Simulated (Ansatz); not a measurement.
# Calculations on CH₇FGe

### Relaxation

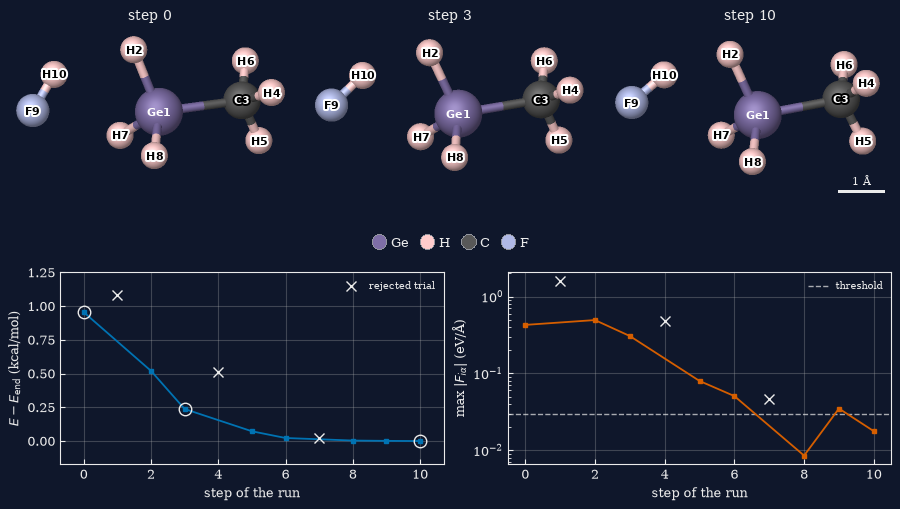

Frames of a relaxation of CH$_{7}$FGe, marked on the history of the run. Style: ball-and-stick. Shown at a tilt.

The run prepares an end point of a later path (reaction) calculation, from a guessed geometry.

Theory: RKS LDA/def2-SVP (Ansatz).

Input
```yaml
crystal:
  periodic: [false, false, false]
  atoms:
    - { symbol: Ge, position_ang: [0.14775, -0.041417, -0.05484] }
    - { symbol: H, position_ang: [0.175054, -0.220938, 1.48793] }
    - { symbol: C, position_ang: [1.985425, 0.010268, -0.68656] }
    - { symbol: H, position_ang: [2.44055, -1.000922, -0.637072] }
    - { symbol: H, position_ang: [2.034375, 0.369538, -1.736577] }
    - { symbol: H, position_ang: [2.584871, 0.697643, -0.0549] }
    - { symbol: H, position_ang: [-0.583183, 1.275047, -0.382238] }
    - { symbol: H, position_ang: [-0.627467, -1.221426, -0.663783] }
    - { symbol: F, position_ang: [-2.423654, 0.062147, 1.244458] }
    - { symbol: H, position_ang: [-1.640321, 0.07006, 1.751981] }
basis:
  gaussian: { orbitals: def2-SVP }
hamiltonian:
  xc: lda
relax:
  f_tol: 0.03
  max_steps: 50
```

Command:
```bash
ansatz run input.yaml --threads 2 --pin off --max-ram 3072MiB --backend cpu --events-out ev --progress --plain --runs-dir out
```

What happens along the run?

Answer. The atom that moves furthest after the best rigid fit is H10 (0.26 Å). Largest moves by element: H 0.26 Å, F 0.21 Å, Ge 0.11 Å, C 0.04 Å. Near-neighbour distances that change, for instance: F9–H10 0.933 → 0.947 Å, Ge1–H2 1.553 → 1.565 Å, Ge1–C3 1.944 → 1.936 Å. After 7 accepted moves (10 points after the start) the energy has fallen by 0.96 kcal/mol. The largest force component goes from 0.43 to 0.018 eV/Å. The line search rejected the trial steps at points 1, 4, 7 of the run. The run took 12 s on 2 threads of Arm Neoverse V1 (shared host), peak memory 0.12 GiB. From step 0 to 3: H10 moves most (0.19 Å), energy −0.72 kcal/mol. From step 3 to 10: H atoms move most (0.18 Å), energy −0.24 kcal/mol.

| step | E − E(0), kcal/mol | largest force component, eV/Å | note |
| --- | --- | --- | --- |
| 0 | 0.00 | 0.4280 |  |
| 1 | 0.12 | 1.5982 | rejected |
| 2 | -0.44 | 0.4949 |  |
| 3 | -0.72 | 0.3068 |  |
| 4 | -0.44 | 0.4851 | rejected |
| 5 | -0.88 | 0.0798 |  |
| 6 | -0.93 | 0.0507 |  |
| 7 | -0.93 | 0.0469 | rejected |
| 8 | -0.95 | 0.0085 |  |
| 9 | -0.95 | 0.0349 |  |
| 10 | -0.96 | 0.0177 |  |

### Relaxation

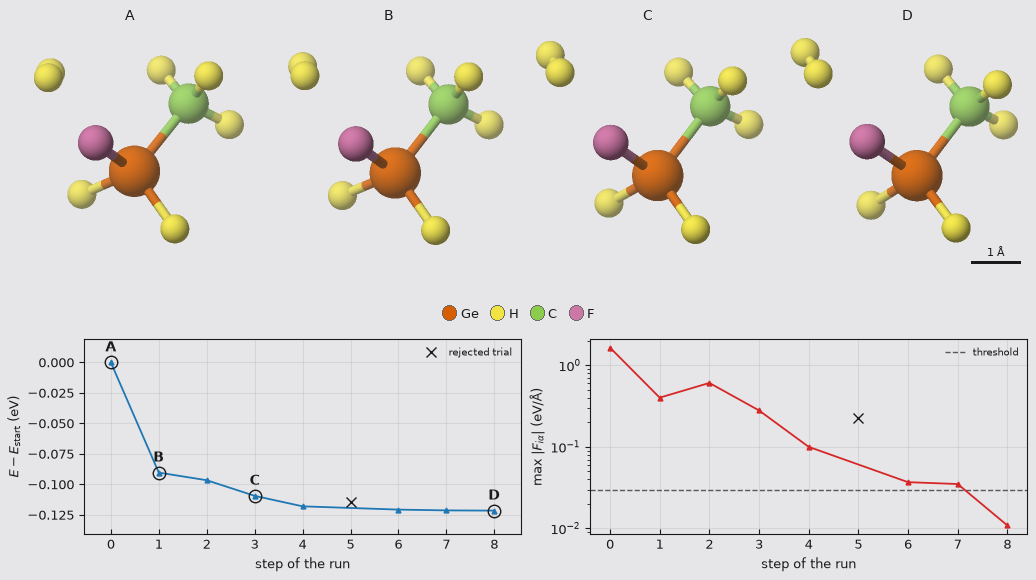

Frames of a relaxation of CH₇FGe, marked on the history of the run. The picture is a ball-and-stick view, seen at a tilt.

The run prepares an end point of a later path (reaction) calculation, from a guessed geometry.

Level of theory: RKS LDA/def2-SVP in Ansatz.

The input:
```yaml
crystal:
  periodic: [false, false, false]
  atoms:
    - { symbol: Ge, position_ang: [-0.356962, -0.03553, -0.573809] }
    - { symbol: H, position_ang: [0.202298, 0.946914, 1.939175] }
    - { symbol: C, position_ang: [1.546342, -0.224448, -0.389551] }
    - { symbol: H, position_ang: [1.776205, -1.262155, -0.071283] }
    - { symbol: H, position_ang: [2.041386, -0.040139, -1.36547] }
    - { symbol: H, position_ang: [1.95114, 0.476875, 0.366363] }
    - { symbol: H, position_ang: [-0.870825, 1.412187, -0.409695] }
    - { symbol: H, position_ang: [-0.862576, -0.655866, -1.898897] }
    - { symbol: F, position_ang: [-1.108231, -0.979245, 0.642943] }
    - { symbol: H, position_ang: [-0.225376, 0.361407, 2.028625] }
basis:
  gaussian: { orbitals: def2-SVP }
hamiltonian:
  xc: lda
relax:
  f_tol: 0.03
  max_steps: 50
```

Command:
```bash
ansatz run input.yaml --threads 2 --pin off --max-ram 3072MiB --backend cpu --events-out ev --progress --plain --runs-dir out
```

Question: Describe the path.

Answer: After 7 accepted moves (8 points after the start) the energy has fallen by 0.121 eV. Largest force component: 1.7 eV/Å at the start, 0.011 eV/Å at the end. The line search rejected the trial step at point 5 of the run. H2 moves most after the best rigid fit: 0.63 Å. By element the largest moves are H 0.63 Å, F 0.21 Å, Ge 0.15 Å, C 0.10 Å. Some distances before and after: H2–H10 0.731 → 0.786 Å, Ge1–F9 1.713 → 1.750 Å. Groups turn about Ge1–C3 by about 20°. From step 0 to 1: H2 moves most (0.20 Å), energy −0.090 eV. From step 1 to 3: H2 moves most (0.36 Å), energy −0.019 eV. From step 3 to 8: H4 moves most (0.15 Å), energy −0.012 eV.

### Path

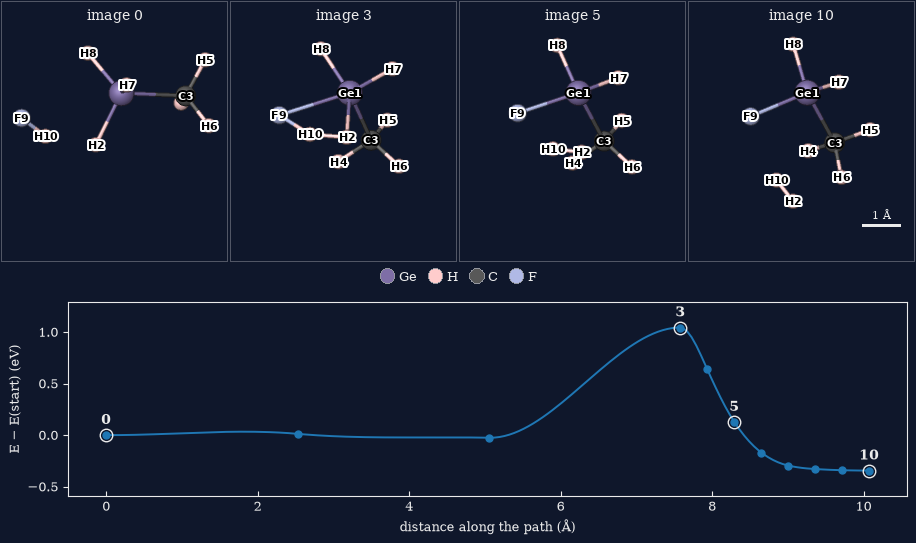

A nudged-elastic-band calculation for CH$_{7}$FGe. Images are numbered from 0 (start) to 10 (end). A ball-and-stick model, seen at a tilt.

The calculation used Ansatz 0.2.0, RKS LDA/def2-SVP. Settings: 9 movable images; climbing image; force threshold 0.05 eV/Å; iteration limit 60; starting path through a guess of the saddle point.

Q: What happens along the path, and what is the barrier?

A: The path has more than one stage, and so few images may leave a stage unresolved. Breaking: F9–H10 (0.95 → 1.18 at the top → 2.09 Å), Ge1–H2 (1.57 → 1.84 at the top → 3.49 Å). Forming: Ge1–F9 (2.95 → 2.05 at the top → 1.75 Å), H2–H10 (1.56 → 1.02 at the top → 0.79 Å). The highest point, image 3, lies 1.04 eV above the start and 1.39 eV above the end; the end is at −0.34 eV relative to the start. The band converged in 42 iterations. The largest component of the band force went from 3.1 to 0.05 eV/Å. The climbing image converged on the top of the path. Its vibrational analysis gives one imaginary mode (878i cm⁻¹), as a transition state must have.

Cost: 5.8 min on 2 threads of Arm Neoverse V1, with other jobs on the host, peak memory 0.13 GiB.
